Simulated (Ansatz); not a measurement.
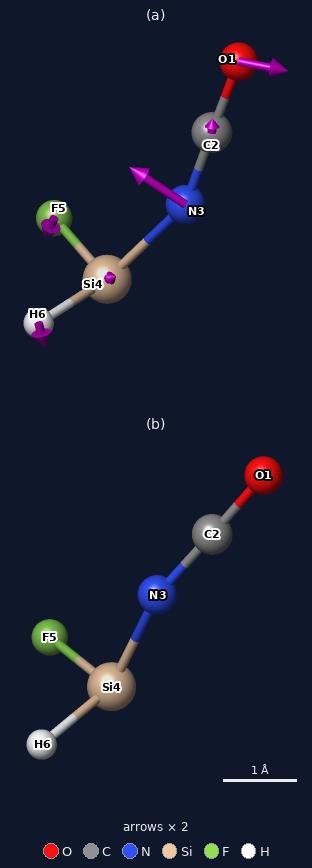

The structure of CHFNOSi (multiplicity 2) (coarse preliminary run) before (top) and after (bottom) a relaxation, at one scale. The purple arrows give the displacements, 2 times their true length.

A ball-and-stick model, seen from a free direction.

The start comes from a force field.

Level of theory: Ansatz, UKS PBE-D4/def2-SVP. Set-up: force threshold 0.03 eV/Å; at most 200 steps.

**Describe what moved and what it gained.**

Over 12 accepted moves (17 points after the start) the energy falls by 56.5 kJ/mol. Largest force component: 5.3 eV/Å at the start, 0.023 eV/Å at the end. The line search rejected the trial steps at points 5, 8, 11, 12, 16 of the run. The forces were under the threshold at step 13, but the run went on from there. The atom that moves furthest after the best rigid fit is N3 (0.47 Å). Largest moves by element: N 0.47 Å, O 0.35 Å, F 0.20 Å, H 0.19 Å, C 0.10 Å, Si 0.08 Å. Some distances before and after: Si4–F5 1.528 → 1.640 Å, N3–Si4 1.783 → 1.725 Å, C2–N3 1.166 → 1.215 Å, O1–C2 1.140 → 1.180 Å. Among the angles between lasting bonds that change: C2–N3–Si4 155.6° → 161.4°, F5–Si4–H6 111.9° → 108.0°, N3–Si4–H6 104.8° → 107.3°.
